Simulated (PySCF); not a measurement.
## Electronic structure of C$_{5}$H$_{7}$GeN (SMILES [GeH3][c]1ccccn1) in real space

```xyz
14

Ge    2.4725    0.1584   -0.3793
C     0.5461    0.0477   -0.0828
C    -0.1414   -1.0804    0.3428
C    -1.5148   -1.0086    0.5020
C    -2.1528    0.1906    0.2292
C    -1.3803    1.2633   -0.1911
N    -0.0707    1.1956   -0.3422
H     3.0025    1.4104    0.2236
H     2.7798    0.1893   -1.8385
H     3.1850   -1.0188    0.2105
H     0.4023   -1.9932    0.5447
H    -2.0776   -1.8700    0.8336
H    -3.2213    0.2926    0.3407
H    -1.8300    2.2228   -0.4153
```

Geometry: GFN2-xTB.

Level of theory: PySCF 2.14.0, PBE0/def2-SVPD, SCF density, gas phase.

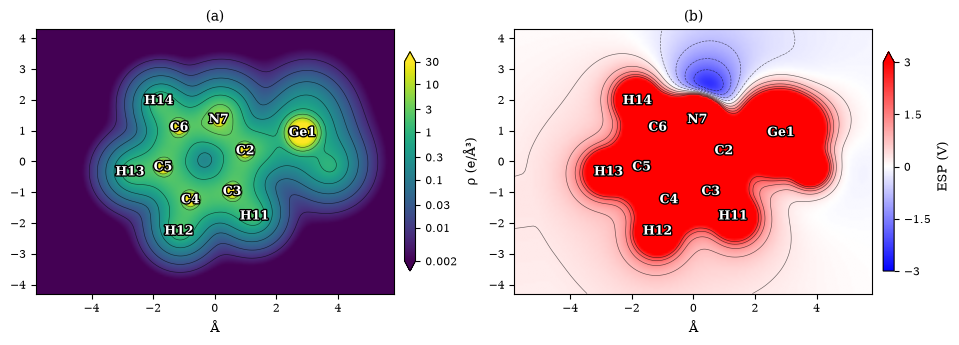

Figure 1. (a) electron density; (b) electrostatic potential on the plane of atoms C2, C3 and C4.

> Describe what can be read from this map.

Atoms in the plane: Ge, C, N and H.
C–N (1.32 Å): ρ is about 2.5 e/Å³ halfway.
C–C (1.38 Å): ρ is about 2.1 e/Å³ halfway.
C–Ge (1.95 Å): ρ is about 0.9 e/Å³ halfway.
C–H (1.08 Å): ρ at the midpoint is about 2 e/Å³.
Outside the dense part of the molecule the potential is most negative (−2.4 V) near N7.

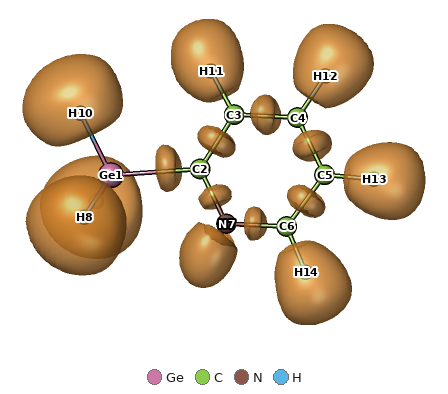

Figure 2. Isosurface of the ELF at 0.8 (orange), seen across its widest extent. Core shells and regions of very low density are left out.

> Identify the bonds, lone pairs and shells in this picture.

At this value the surface marks out four regions between bonded C–C atoms (shared pairs), two regions between bonded C–N atoms (shared pairs), seven regions around hydrogen nuclei, one lobe of the valence shell of C pointing towards Ge (polar bonds) and one lobe on N, pointing away from the bonds (lone pairs). Along the contacts the grid gives the following. C–N (1.32 Å): the ELF peaks at about 0.90 between the atoms: localised, covalent bonding. C–C (1.38 Å): the ELF peaks at about 0.95 between the atoms, as expected for localised, covalent bonding.

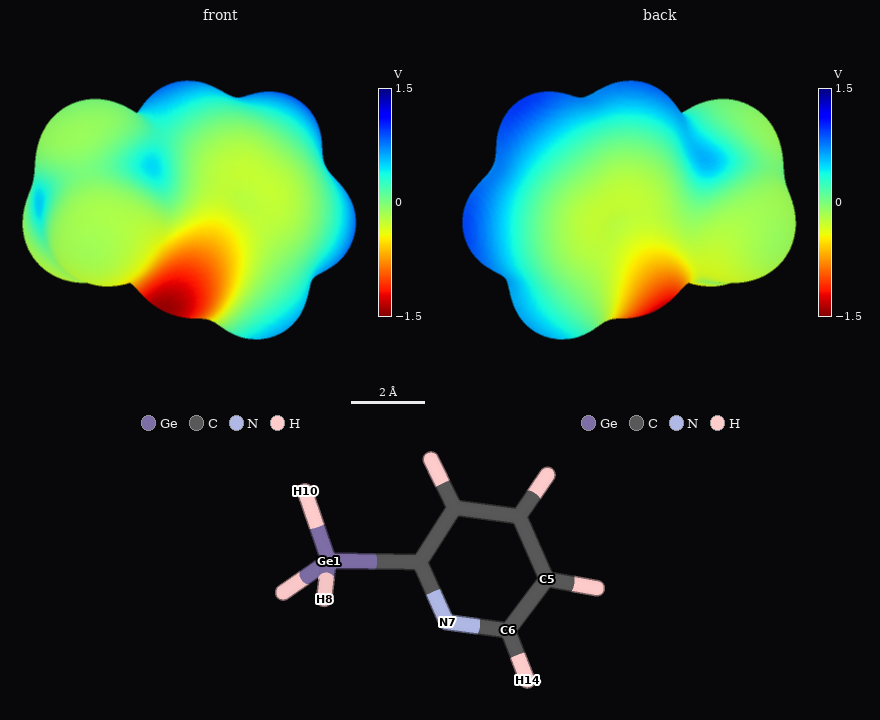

Figure 3. The electrostatic potential painted on the density surface at 0.001 e/bohr³, seen from the front and from behind; red is negative and blue positive. The bare structure is drawn below in the same view.

> Describe the electrostatic potential map.

The most negative region (about −1.4 V, or −32 kcal/mol for a unit charge) lies over N7, the most positive (about +0.9 V, or +21 kcal/mol for a unit charge) over H12 and H13. N7 is the likeliest acceptor of a hydrogen bond.

> What dipole moment does the calculation give?

Its dipole moment is 2.44 D.
